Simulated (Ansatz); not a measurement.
One crystal and one scan (scan of one atom of the cell) at two levels, PBE (plane waves to 420 eV, PAW, scalar-relativistic; Ansatz, a quantum-chemistry and plane-wave program) and r2SCAN (plane waves to 500 eV, PAW, scalar-relativistic; Ansatz), each from its own relaxed cell and on its own mesh. The cell shown is that of PBE.

Relaxed TiN (rock salt):

```xyz
4
Lattice="0.0000 4.2469 4.2469 2.1235 0.0000 2.1235 2.1235 2.1235 0.0000" Properties=species:S:1:pos:R:3 pbc="T T T"
N      0.0000     0.0000     0.0000
N      0.0000     2.1235     2.1235
Ti     2.1235     2.1235     2.1235
Ti     2.1235     4.2469     4.2469
```

Scan: atom 4 (Ti, nearest neighbour N at 2.123 Å; its periodic images, 3.0 Å or more away, move with it) is displaced along Cartesian z, direction (0.000, 0.000, 1.000) in Cartesian axes, by s. The other atoms stay.

E stands for the smeared free energy. TiN is run without spin polarisation. TiN was relaxed with its symmetry unable to fall. (PBE) Left out: 4 of 11 points, with atoms too close for the PAW data. (r2SCAN) Left out: 4 of 11 points, with atoms too close for the PAW data. With partly filled bands, energies and forces of such displacements shift with the k mesh and the smearing. Percentages come from the unrounded values.

```json
[
 {"quantity": "Lattice constant a (Å)", "PBE": "4.247", "r2SCAN": "4.233", "PBE − r2SCAN": "+0.014 (+0.3 %)"},
 {"quantity": "Force constant k = d²E/ds² at s = 0 (finite differences) (eV/Å²)", "PBE": "9.09", "r2SCAN": "9.71", "PBE − r2SCAN": "-0.62 (-6.3 %)"}
]
```

PBE gives the higher value for: lattice constant a. PBE gives the lower value for: force constant k = d²E/ds² at s = 0. Both give the same shape of the curve: a single well with its minimum at or next to zero displacement.

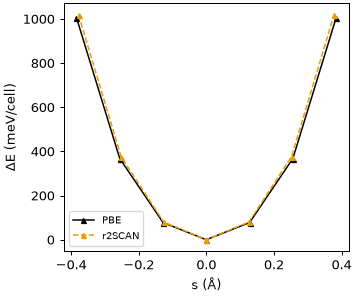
ΔE, each from the undisplaced structure of its own level.

(For displaced atoms, the force is minus the slope of the energy, and its curvature is a force constant, which sets phonon frequencies.)
